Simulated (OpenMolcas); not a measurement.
**How basis sets differ on C2F3Si (SMILES [C]#C[Si](F)(F)F)**

C2F3Si: 6 atoms, total charge 0, spin state doublet. As SMILES, `[C]#C[Si](F)(F)F`. The coordinates come from a PBE0-D4/def2-TZVP relaxation.

Quantity: the dipole moment, in D. The values are calculated.

```tsv
level	kind	program	value (D)	CPU time
ROHF/ANO-XS-MB (DKH2)	Hartree–Fock	OpenMolcas	1.98	4.7 s
UHF/STO-3G	Hartree–Fock	OpenMolcas	0.94	5.9 s
UHF/3-21G	Hartree–Fock	OpenMolcas	2.42	7.7 s
UHF/cc-pVDZ	Hartree–Fock	OpenMolcas	1.92	24 s
```

The values span 0.94 to 2.42 D. Spin contamination of the reference (⟨S²⟩ at least 0.1 too high) touches UHF/STO-3G, UHF/3-21G, UHF/cc-pVDZ. Magnitudes only. Sets without polarisation functions give poor dipoles. Times are those of the runs behind each value, whatever else they computed, on shared processors of several kinds: orders of magnitude only.

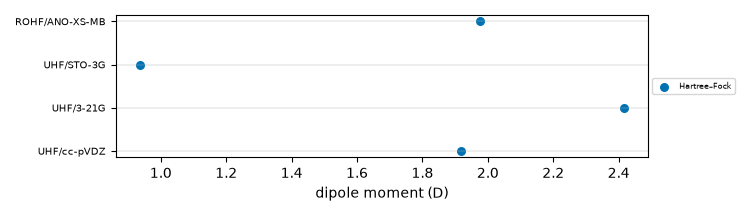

The values of the table, level by level.
